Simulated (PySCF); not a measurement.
C2H10Si2: energy and gradient calculation

The run: energy and gradient calculation of C2H10Si2. Method and program: PBE0/def2-SVP, RKS (PySCF 2.14.0).

The geometry comes from this level: PBE0-D4/def2-TZVP. Figures and captions count atoms from 1; the log counts them from 0 in places.

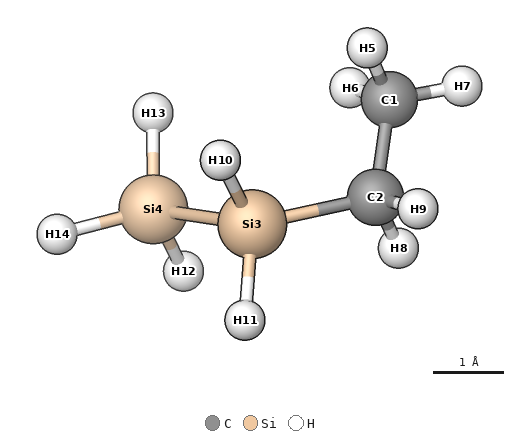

Figure 1. The structure (ball-and-stick view, seen at a tilt; atoms are numbered from 1 in the order of the input).

### Key numbers

| quantity | value |
| --- | --- |
| outcome | converged |
| total energy | −660.617760 hartree |
| basis functions | 114 |
| largest force | 0.299 eV/Å |
| HOMO | −7.99 eV |
| LUMO | 0.43 eV |
| dipole moment | 1.04 D |
| hardware | 1 thread of Intel Xeon @ 2.50GHz (Skylake/Cascade Lake), 189 GiB of memory available, shared host |
| wall time | 100 s |
| peak memory | 1.2 GiB |

### Input file (run.py)
```python
# CC[SiH2][SiH3]
import pyscf.grad
from pyscf import gto, dft

molecule = gto.Mole()
molecule.atom = '''
C      0.198000     1.689600     0.788600
C      1.182700     0.635900     0.292000
Si     0.467200    -1.105500     0.242200
Si    -1.395700    -1.240600    -1.171100
H     -0.162600     1.456700     1.793900
H     -0.678200     1.758600     0.138600
H      0.657000     2.680800     0.825600
H      1.538700     0.886500    -0.712900
H      2.071900     0.611900     0.931100
H      0.053100    -1.521600     1.613900
H      1.496600    -2.074100    -0.232900
H     -1.031800    -0.814100    -2.551400
H     -2.497100    -0.358400    -0.695000
H     -1.912700    -2.634900    -1.233400
'''
molecule.basis = 'def2-svp'
molecule.verbose = 3
molecule.spin = 0
molecule.max_memory = 1860
molecule.build()

mf = dft.RKS(molecule)
mf.xc = 'pbe0'
mf.conv_tol = 1e-10
mf.grids.level = 5
mf.kernel()
if not mf.converged:
    mf = mf.newton().run(mf.mo_coeff, mf.mo_occ)

energy = mf.e_tot
print(f'total energy: {energy:.8f} hartree')
grad = mf.Gradients().kernel()
mf.analyze()
```

Launch command:
```bash
OMP_NUM_THREADS=1 python run.py
```

### Output
```
converged SCF energy = -660.617759897776
total energy: -660.61775990 hartree
--------------- RKS gradients ---------------
         x                y                z
0 C    -0.0038520135     0.0033847734     0.0016330744
1 C     0.0049859628    -0.0018961614    -0.0016687005
2 Si     0.0001964573     0.0013221914     0.0005827975
3 Si    -0.0006628631     0.0000668131    -0.0005576196
4 H     0.0020121412     0.0008199225    -0.0053174915
5 H     0.0047374565    -0.0008173606     0.0032717657
6 H    -0.0020957366    -0.0052522661    -0.0002530551
7 H    -0.0021038211    -0.0010441385     0.0051225273
8 H    -0.0046342018     0.0004538075    -0.0030630828
9 H     0.0009051113     0.0008778173    -0.0024557758
10 H    -0.0017505846     0.0018653600     0.0009413129
11 H    -0.0007726168    -0.0008241147     0.0026264293
12 H     0.0021121540    -0.0016352535    -0.0009650314
13 H     0.0009229835     0.0026782107     0.0001027235
----------------------------------------------
**** MO energy ****
MO #1   energy= -66.2282874101184  occ= 2
MO #2   energy= -66.2269193149463  occ= 2
MO #3   energy= -10.2332857991163  occ= 2
MO #4   energy= -10.23148272533    occ= 2
MO #5   energy= -5.32377664848079  occ= 2
MO #6   energy= -5.32324975222601  occ= 2
MO #7   energy= -3.66056815826431  occ= 2
MO #8   energy= -3.6605209143501   occ= 2
MO #9   energy= -3.66050178655086  occ= 2
MO #10  energy= -3.66015652605661  occ= 2
MO #11  energy= -3.66004515305349  occ= 2
MO #12  energy= -3.65959243191629  occ= 2
MO #13  energy= -0.780342071725569 occ= 2
MO #14  energy= -0.640273978450997 occ= 2
MO #15  energy= -0.568533377272176 occ= 2
MO #16  energy= -0.504628322457318 occ= 2
MO #17  energy= -0.463456728639158 occ= 2
MO #18  energy= -0.437550241731045 occ= 2
MO #19  energy= -0.395321970695864 occ= 2
MO #20  energy= -0.372427578070608 occ= 2
MO #21  energy= -0.359931006276014 occ= 2
MO #22  energy= -0.358454321802435 occ= 2
MO #23  energy= -0.338986189428548 occ= 2
MO #24  energy= -0.318039499015735 occ= 2
MO #25  energy= -0.293799704784527 occ= 2
MO #26  energy= 0.015799279595579  occ= 0
MO #27  energy= 0.0278840612189066 occ= 0
MO #28  energy= 0.0553284645007421 occ= 0
MO #29  energy= 0.0694877790484689 occ= 0
MO #30  energy= 0.0786420200669933 occ= 0
MO #31  energy= 0.0897759987786442 occ= 0
MO #32  energy= 0.104202744815979  occ= 0
MO #33  energy= 0.114418009607837  occ= 0
MO #34  energy= 0.126251336147728  occ= 0
MO #35  energy= 0.13288625903358   occ= 0
MO #36  energy= 0.161255550067943  occ= 0
MO #37  energy= 0.170346621474295  occ= 0
MO #38  energy= 0.21317488329331   occ= 0
MO #39  energy= 0.253271228754642  occ= 0
MO #40  energy= 0.315461151968838  occ= 0
MO #41  energy= 0.323317161510706  occ= 0
MO #42  energy= 0.331631384111394  occ= 0
MO #43  energy= 0.342008238034279  occ= 0
MO #44  energy= 0.357823979485569  occ= 0
MO #45  energy= 0.374440516819336  occ= 0
MO #46  energy= 0.39107789198998   occ= 0
MO #47  energy= 0.402061602343876  occ= 0
MO #48  energy= 0.45807284340893   occ= 0
MO #49  energy= 0.485786356690273  occ= 0
MO #50  energy= 0.511850764294472  occ= 0
MO #51  energy= 0.52092698922622   occ= 0
MO #52  energy= 0.532427024789156  occ= 0
MO #53  energy= 0.542173664049585  occ= 0
MO #54  energy= 0.565329258895537  occ= 0
MO #55  energy= 0.590492104529445  occ= 0
MO #56  energy= 0.594577671444899  occ= 0
MO #57  energy= 0.603752359457066  occ= 0
MO #58  energy= 0.622437712189525  occ= 0
MO #59  energy= 0.657544470733263  occ= 0
MO #60  energy= 0.679076723681542  occ= 0
MO #61  energy= 0.696400697333145  occ= 0
MO #62  energy= 0.697735638558936  occ= 0
MO #63  energy= 0.707579227212386  occ= 0
MO #64  energy= 0.724829897659235  occ= 0
MO #65  energy= 0.73932050521243   occ= 0
MO #66  energy= 0.754004611848735  occ= 0
MO #67  energy= 0.783748339705985  occ= 0
MO #68  energy= 0.85477454078839   occ= 0
MO #69  energy= 0.881471275456183  occ= 0
MO #70  energy= 0.928358143504298  occ= 0
MO #71  energy= 0.935876416421024  occ= 0
MO #72  energy= 0.947505440455635  occ= 0
MO #73  energy= 1.01261521553184   occ= 0
MO #74  energy= 1.03746441188965   occ= 0
MO #75  energy= 1.17691671071363   occ= 0
MO #76  energy= 1.23437098632492   occ= 0
MO #77  energy= 1.36564607409021   occ= 0
MO #78  energy= 1.38700007383611   occ= 0
MO #79  energy= 1.47531653210308   occ= 0
MO #80  energy= 1.50520081065689   occ= 0
MO #81  energy= 1.50999196941543   occ= 0
MO #82  energy= 1.54163551183227   occ= 0
MO #83  energy= 1.55449268592417   occ= 0
MO #84  energy= 1.61675117817673   occ= 0
MO #85  energy= 1.64540463642062   occ= 0
MO #86  energy= 1.67832517839976   occ= 0
MO #87  energy= 1.71954325683595   occ= 0
MO #88  energy= 1.73129934683408   occ= 0
MO #89  energy= 1.73903340304615   occ= 0
MO #90  energy= 1.76005105935592   occ= 0
MO #91  energy= 1.76655465693073   occ= 0
MO #92  energy= 1.80831139432594   occ= 0
MO #93  energy= 1.81643575834518   occ= 0
MO #94  energy= 1.8735219363187    occ= 0
MO #95  energy= 1.8897296440363    occ= 0
MO #96  energy= 1.90176565022283   occ= 0
MO #97  energy= 1.96975971884088   occ= 0
MO #98  energy= 1.9989619337587    occ= 0
MO #99  energy= 2.05871181167438   occ= 0
MO #100 energy= 2.09686271228785   occ= 0
MO #101 energy= 2.17463545223703   occ= 0
MO #102 energy= 2.20137151422802   occ= 0
MO #103 energy= 2.22423477198008   occ= 0
MO #104 energy= 2.23941591253599   occ= 0
MO #105 energy= 2.26536236021345   occ= 0
MO #106 energy= 2.39986009563472   occ= 0
MO #107 energy= 2.45966500260204   occ= 0
MO #108 energy= 2.53721468134006   occ= 0
MO #109 energy= 2.57902300465651   occ= 0
MO #110 energy= 2.75527758854116   occ= 0
MO #111 energy= 2.87013224804709   occ= 0
MO #112 energy= 2.96453328257845   occ= 0
MO #113 energy= 3.00176902640555   occ= 0
MO #114 energy= 3.05005631635536   occ= 0
 ** Mulliken atomic charges  **
charge of    0C =     -0.28958
charge of    1C =     -0.39126
charge of    2Si =      0.37142
charge of    3Si =      0.18911
charge of    4H =      0.09873
charge of    5H =      0.09722
charge of    6H =      0.10199
charge of    7H =      0.10736
charge of    8H =      0.10953
charge of    9H =     -0.08887
charge of   10H =     -0.08563
charge of   11H =     -0.07501
charge of   12H =     -0.07486
charge of   13H =     -0.07015
Dipole moment(X, Y, Z, Debye):  0.55790,  0.84274,  0.23552
```

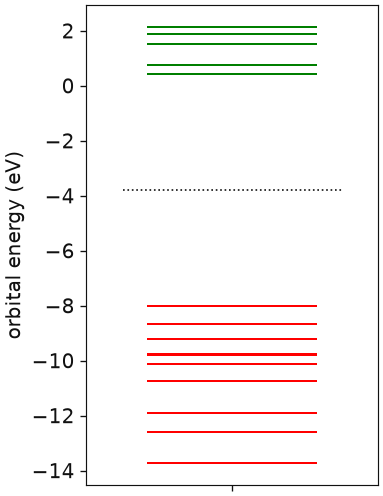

Figure 2. Orbital energies near the frontier; the dotted line parts filled from empty levels, and levels within 0.02 eV of each other stand side by side. Highest filled −7.99 eV, lowest empty 0.43 eV, 8.42 eV apart.
